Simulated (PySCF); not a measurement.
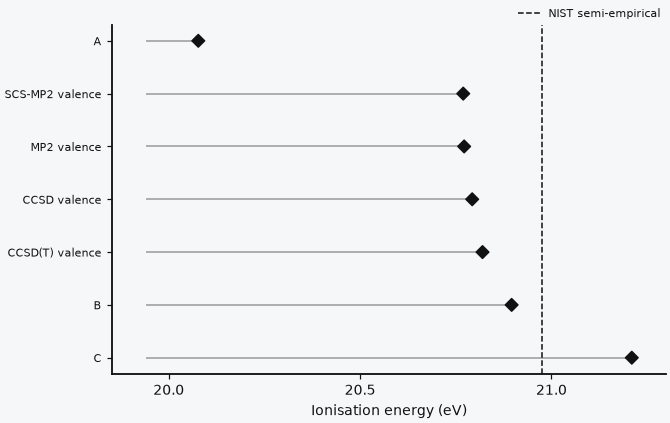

The ionisation energy of Xe⁺ ([Kr] 4d¹⁰ 5s² 5p⁵ → [Kr] 4d¹⁰ 5s² 5p⁴) by several methods, in rising order. PySCF, def2-SVP with a 28-electron core potential, unrestricted single determinants, no spin-orbit coupling. Methods marked “valence” freeze 18 core electrons. The lettered entries are BP86, HF and MN15 in some order.

Match the letters to the methods.

Answer. A is HF (20.08 eV); B is MN15 (20.90 eV); C is BP86 (21.21 eV). The values run from 20.08 eV (HF) to 21.21 eV (BP86). The NIST semi-empirical value is 20.98 eV; nearest to it come MN15 (−0.08) and CCSD(T) valence (−0.16), furthest HF (−0.90 eV).

Caveat: spin-orbit shift not estimated.
